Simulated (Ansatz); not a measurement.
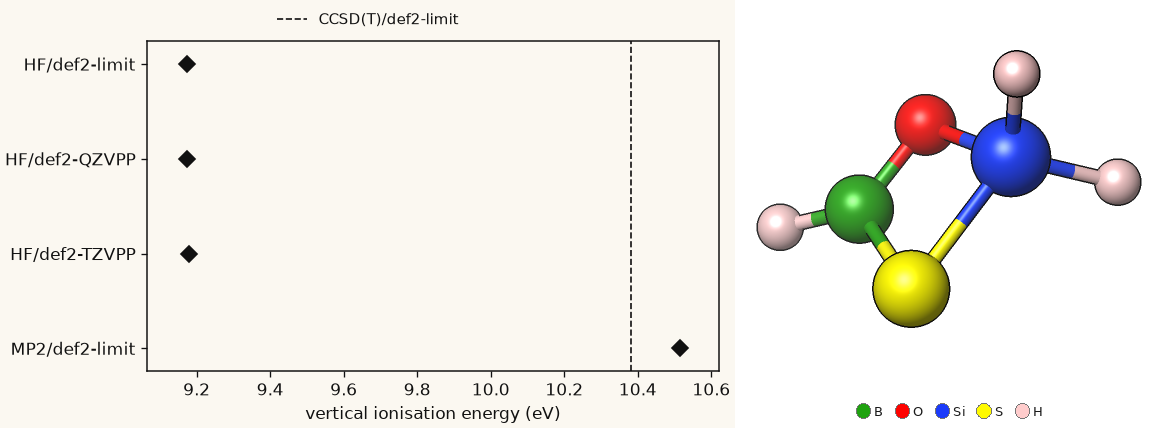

Vertical ionisation energy of BSiH₃SO, SMILES B1O[SiH2]S1, taken as the energy of the cation less that of the neutral at fixed geometry (unrestricted doublet cation, cores frozen in correlated methods, no spin-orbit coupling), the Ansatz code, at a PBE0-D4/def2-TZVP geometry (a minimum by its frequencies). Limit means an estimate of the basis limit from triple and quadruple zeta; for coupled cluster it is either extrapolated directly or built as the MP2 limit plus the step from MP2 in triple zeta.

Which level comes closest to the line (CCSD(T)/def2-limit), and which misses most?

Answer. Closest MP2/def2-limit (10.51 eV), against 10.38 eV; farthest HF/def2-limit (9.17 eV).

What range do the values span, the line included?

Answer. From 9.17 eV (HF/def2-limit) to 10.51 eV (MP2/def2-limit).
